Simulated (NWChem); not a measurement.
**GaHF (SMILES [F][GaH]): a chain of runs**

Wanted: a geometry optimisation (UB3LYP-D2/SBKJC-VDZ), then the harmonic vibrations, then the charge distribution of GaHF. 

The calculation is run with NWChem 7.3.0.

5 further runs of the same task are left out: 2 that didn't finish, 3 set aside as unsound or not needed.

## Step 1: The structure to begin with

The species is GaHF (3 atoms), meant as a doublet with charge 0. SMILES: `[F][GaH]`. Geometry: relaxed at PBE0-D4/def2-TZVP. The run starts from this shape.

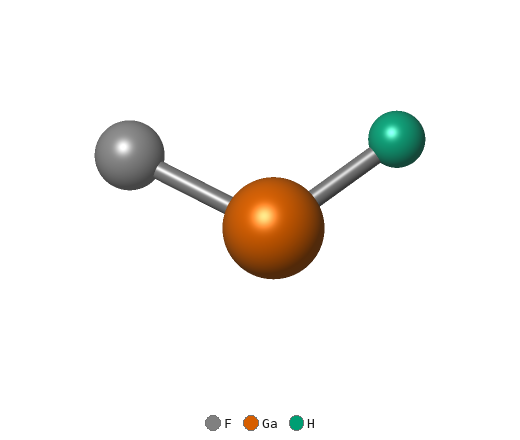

Viewed from a chosen angle; fluorine grey, gallium orange, hydrogen teal.

## Step 2: A geometry optimisation at UB3LYP-D2/SBKJC-VDZ (core potential, Cartesian functions) (run 1)

Contents of fgah.nw:

```
start fgah
memory 2200 mb
geometry
   F    -1.252000    0.451400   -0.644800
   Ga    0.292400    0.469800    0.214100
   H     0.948600   -0.985900    0.417400
end
basis cartesian
   * library "sbkjc vdz ecp"
end
ecp
   F library "sbkjc ecp"
   Ga library "sbkjc ecp"
end
dft
   xc b3lyp
   mult 2
   disp vdw 2
   grid fine
   maxiter 150
   mulliken
   print low
end
driver
   maxiter 30
end
task dft optimize
```

Command:

```
nwchem fgah.nw > fgah.out
```

The program printed:

```text
[...]
 Group name             Cs
[...]
 d= 0,ls=0.0,diis     1   -283.0562047764 -3.35D+02  2.03D-02  1.50D-01     0.4
[...]
         Total DFT energy =     -283.141177054199
[...]
@    0    -283.14117705  0.0D+00  0.01469  0.00873  0.00000  0.00000      3.0
[...]
         Total DFT energy =     -283.141591894578
[...]
@    1    -283.14169331 -5.2D-04  0.00162  0.00099  0.01648  0.03448      6.4
[...]
@    2    -283.14170993 -1.7D-05  0.00100  0.00061  0.00577  0.01296      9.2
[...]
         Total DFT energy =     -283.141712525202
[...]
         Total DFT energy =   -283.141712525202
[...]
@    3    -283.14171253 -2.6D-06  0.00032  0.00021  0.00103  0.00212     10.9
[...]
 d= 0,ls=0.0,diis     3   -283.1417126977  1.34D-07  8.03D-06  4.87D-07    11.8
[...]
         Total DFT energy =     -283.141712697663
      One electron energy =     -605.048259766788
           Coulomb energy =      298.450588804935
    Exchange-Corr. energy =      -27.866006498767
 Nuclear repulsion energy =       51.322236010432
    Dispersion correction =       -0.000271247474
[...]
      <S2> =      0.7553 (Exact =     0.7500)
[...]
         Total DFT energy =   -283.141712697663
                         DFT ENERGY GRADIENTS
    atom               coordinates                        gradient
                 x          y          z           x          y          z
   1 F      -0.029131  -2.669100   0.000000   -0.000016   0.000015   0.000000
   2 Ga      0.121845   0.730430   0.000000   -0.000011   0.000016   0.000000
   3 H      -2.664557   2.035189   0.000000    0.000028  -0.000031   0.000000
[...]
@    4    -283.14171270 -1.7D-07  0.00004  0.00003  0.00049  0.00087     12.3
[...]
      Optimization converged
[...]
@    4    -283.14171270 -1.7D-07  0.00004  0.00003  0.00049  0.00087     12.3
[...]
```

Run time: 13 s. Hardware: 1 thread of Intel Xeon 6975P-C (Granite Rapids), shared host; peak memory 0.11 GiB.

The path in brief:

| step | energy from the first frame kept (eV) |
| --- | --- |
| 0 | 0.0000 |
| 1 | -0.0140 |
| 2 | -0.0145 |
| 3 | -0.0146 |
| 4 | -0.0146 |

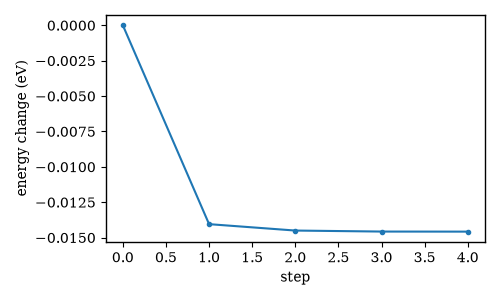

Energy along the run.

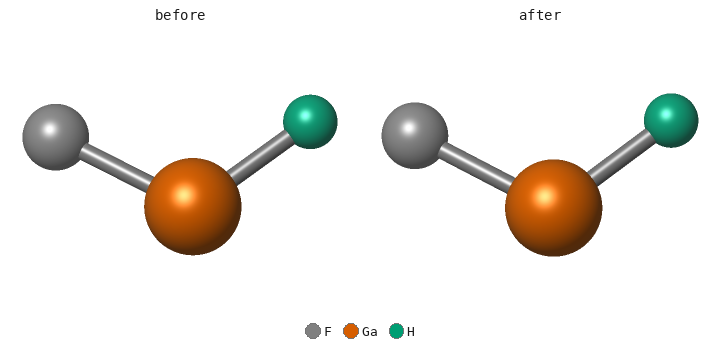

Before and after, at one scale.

After the run. Bond lengths: F1–Ga2 1.801 Å, Ga2–H3 1.628 Å. Angles: F1–Ga2–H3 112.5°.

## Step 3: Vibrational wavenumbers at UB3LYP-D2/SBKJC-VDZ (core potential, Cartesian functions) (run 2)

Contents of fgah.nw:

```
start fgah
memory 2200 mb

geometry units angstrom
  F     -0.015416    -1.412427     0.000000
  Ga     0.064478     0.386527     0.000000
  H     -1.410023     1.076976     0.000000
end

basis cartesian
  F library "sbkjc vdz ecp"
  Ga library "sbkjc vdz ecp"
  H library "sbkjc vdz ecp"
end

ecp
  F library "sbkjc ecp"
  Ga library "sbkjc ecp"
end

dft
  xc b3lyp
  mult 2
  disp vdw 2
  grid fine
  maxiter 150
  mulliken
  print low
end

freq
  temp 1 310
end

task dft freq
```

Command:

```
nwchem fgah.nw > fgah.out
```

The program printed:

```text
[...]
 Group name             Cs
[...]
 d= 0,ls=0.0,diis     1   -283.0535380678 -3.34D+02  2.10D-02  1.54D-01     1.0
[...]
 d= 0,ls=0.0,diis     8   -283.1417129324 -4.53D-08  5.65D-06  1.01D-07     6.4
[...]
         Total DFT energy =     -283.141712932424
      One electron energy =     -605.049671032070
           Coulomb energy =      298.452219336833
    Exchange-Corr. energy =      -27.866217664452
 Nuclear repulsion energy =       51.322227674610
    Dispersion correction =       -0.000271247346
[...]
      <S2> =      0.7553 (Exact =     0.7500)
[...]
 Normal Eigenvalue ||           Projected Infra Red Intensities
  Mode   [cm**-1]  || [atomic units] [(debye/angs)**2] [(KM/mol)] [arbitrary]
 ------ ---------- || -------------- ----------------- ---------- -----------
    1       -0.000 ||    0.001321           0.030         1.288       0.568
    2       -0.000 ||    0.005116           0.118         4.987       2.201
    3       -0.000 ||    0.000003           0.000         0.003       0.001
    4        0.000 ||    0.005552           0.128         5.413       2.388
    5        0.000 ||    0.001670           0.039         1.628       0.719
    6        0.000 ||    0.000207           0.005         0.202       0.089
    7      508.551 ||    0.031818           0.734        31.018      13.686
    8      616.027 ||    0.079753           1.840        77.748      34.306
    9     1594.799 ||    0.083788           1.933        81.681      36.042
 ----------------------------------------------------------------------------
[...]
```

Wall time 53 s (1 thread of Intel Xeon 6975P-C (Granite Rapids), shared host); peak memory 0.15 GiB.

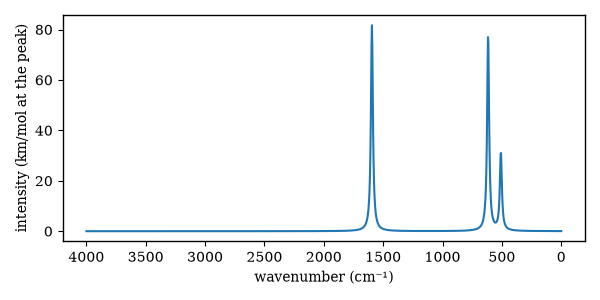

Harmonic infrared spectrum, unscaled, lines broadened by 10 cm⁻¹.

## Step 4: The charge distribution at UB3LYP-D2/SBKJC-VDZ (core potential, Cartesian functions) (run 3)

Contents of fgah.nw:

```
start fgah
title "FGaH B3LYP"
memory total 2200 mb
geometry
 F     -0.015416    -1.412427     0.000000
 Ga     0.064478     0.386527     0.000000
 H     -1.410023     1.076976     0.000000
end
basis
 * library "sbkjc vdz ecp"
end
ecp
 F library "sbkjc ecp"
 Ga library "sbkjc ecp"
end
dft
 xc b3lyp
 mult 2
 disp vdw 2
 grid fine
 iterations 150
 mulliken
end
property
 dipole
 mulliken
 quadrupole
end
task dft property
```

Command:

```
nwchem fgah.nw > fgah.out
```

The program printed:

```text
[...]
 Group name             Cs
[...]
          Wavefunction type:  spin polarized.
          No. of atoms     :     3
          No. of electrons :    29
[...]
          Charge           :     0
          Spin multiplicity:     2
[...]
          AO basis - number of functions:    44
[...]
              XC Information
              --------------
                         B3LYP Method XC Potential
                     Hartree-Fock (Exact) Exchange  0.200
                        Slater Exchange Functional  0.800 local
                    Becke 1988 Exchange Functional  0.720 non-local
              Lee-Yang-Parr Correlation Functional  0.810
                  VWN I RPA Correlation Functional  0.190 local
[...]
 d= 0,ls=0.0,diis     1   -283.0535367465 -3.34D+02  2.10D-02  1.54D-01     0.5
[...]
 d= 0,ls=0.0,diis     8   -283.1417128368 -4.52D-08  5.65D-06  1.01D-07     2.5
[...]
         Total DFT energy =     -283.141712836765
      One electron energy =     -605.049669709429
           Coulomb energy =      298.452217862967
    Exchange-Corr. energy =      -27.866217417568
 Nuclear repulsion energy =       51.322227674610
    Dispersion correction =       -0.000271247346
[...]
      <S2> =      0.7553 (Exact =     0.7500)
[...]
   Dipole moment        2.7681785902 Debye(s)
             DMX        0.1932221393 DMXEFC        0.0000000000
             DMY        2.7614267892 DMYEFC        0.0000000000
             DMZ       -0.0000000000 DMZEFC        0.0000000000
   -EFC- dipole         0.0000000000 DEBYE(S)
   Total dipole         2.7681785902 DEBYE(S)
[...]
```

Run time: 3.3 s. Hardware: 1 thread of Intel Xeon 6975P-C (Granite Rapids), shared host; peak memory 0.11 GiB.

Atomic charges (e):

| atom | Löwdin |
| --- | --- |
| F1 | -0.380 |
| Ga2 | +0.340 |
| H3 | +0.040 |

## Step 5: What came out

| quantity | value |
| --- | --- |
| run 1, UB3LYP-D2/SBKJC-VDZ: total energy at the end | -283.14171 Eh |
| run 1, UB3LYP-D2/SBKJC-VDZ: dispersion energy | -0.71 kJ/mol |
| run 1, UB3LYP-D2/SBKJC-VDZ: ⟨S²⟩ | 0.755 |
| run 2, UB3LYP-D2/SBKJC-VDZ: lowest harmonic wavenumber | 509 cm⁻¹ |
| run 2, UB3LYP-D2/SBKJC-VDZ: highest harmonic wavenumber | 1595 cm⁻¹ |
| run 2, UB3LYP-D2/SBKJC-VDZ: zero-point energy | 16.3 kJ/mol |
| run 3, UB3LYP-D2/SBKJC-VDZ: dipole moment | 2.77 D |
| run 3, UB3LYP-D2/SBKJC-VDZ: HOMO energy (highest over α and β) | -6.36 eV |
| run 3, UB3LYP-D2/SBKJC-VDZ: LUMO energy (lowest over α and β) | -3.64 eV |

In words: The optimisation (run 1, UB3LYP-D2/SBKJC-VDZ) took 5 steps and changed the energy by -0.015 eV. All 3 modes (run 2, UB3LYP-D2/SBKJC-VDZ) are real, so the shape is a minimum at this level. Mulliken charges (run 2, UB3LYP-D2/SBKJC-VDZ) run from -0.44 on F1 to +0.48 on Ga2.
